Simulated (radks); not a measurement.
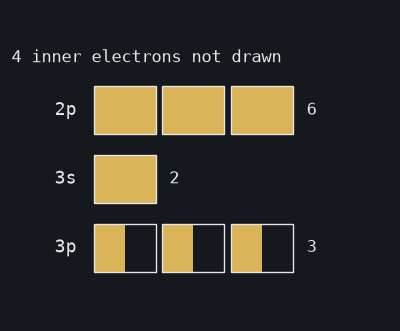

The outer shells as the input fills them: a box for each of the 2l + 1 orbitals, shaded by the share of the shell that is filled, with the electron count at the right.

## Atomic calculation for Cl²⁺

System: Cl²⁺ (Z = 17, 15 electrons) in the configuration [Ne] 3s2 3p3 (3p1/2: 2, 3p3/2: 1).
Method: Dirac Kohn-Sham, PBE, spin-unpolarised, spherical densities, point nucleus (the in-house radial solver radks).

### The input
```
Z 17
configuration [Ne] 3s2 3p3
relativity Dirac
functional pbe,pbe
spin unpolarised
j_filling energy
nucleus point
c 137.035999084
mixing 1
max_iterations 63
```

Energies in input and log are in hartree, lengths in bohr.

Hardware: 1 thread of Arm Neoverse N1, 77 GiB of memory available, shared host.

Launched within a batch (the task file carries these settings):
```bash
python <driver script> task.json out
```

### The program's output
```
1s1/2   1   2.0000        -102.14968939
2s1/2   1   2.0000         -10.30825368
2p1/2   1   2.0000          -8.10892414
2p3/2   1   4.0000          -8.04638106
3s1/2   1   2.0000          -1.64970721
3p1/2   1   2.0000          -1.16754285
3p3/2   1   1.0000          -1.16156413
Etot -459.9956946208362
Ekin 462.4670700923416
Encl -1083.0283116700866
Eh 187.8573865071397
Exc -27.291839550230932
err 2.3008703759318398e-10
it 10
```

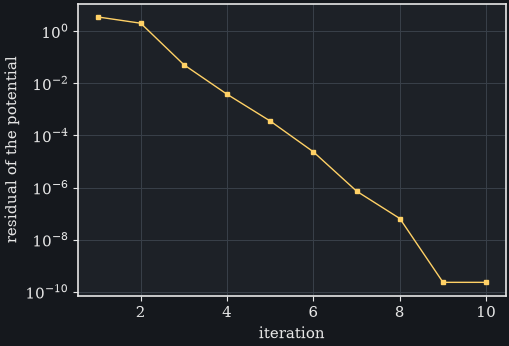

Convergence: residual of the potential against the iteration. The residual falls almost steadily, with no more than small rises or pauses. It goes from 3.5 to 2.3×10⁻¹⁰ in 10 steps.

### What the run reported

- outcome: converged
- total energy: −459.995695 hartree
- kinetic energy: 462.467070 hartree
- electron–nucleus energy: −1083.0283 hartree
- Hartree energy: 187.857387 hartree
- exchange–correlation energy: −27.291840 hartree
- radius at density 0.001 e/bohr³: 3.29 bohr
- SCF iterations: 10

### What is odd here

A numerical setting was moved from its usual value: mixing factor beta = 1. The program ran to the end, and its total energy equals that of the same run with the usual input (−459.99569 hartree) within 10⁻⁵ hartree, so the oddity leaves no trace in it.
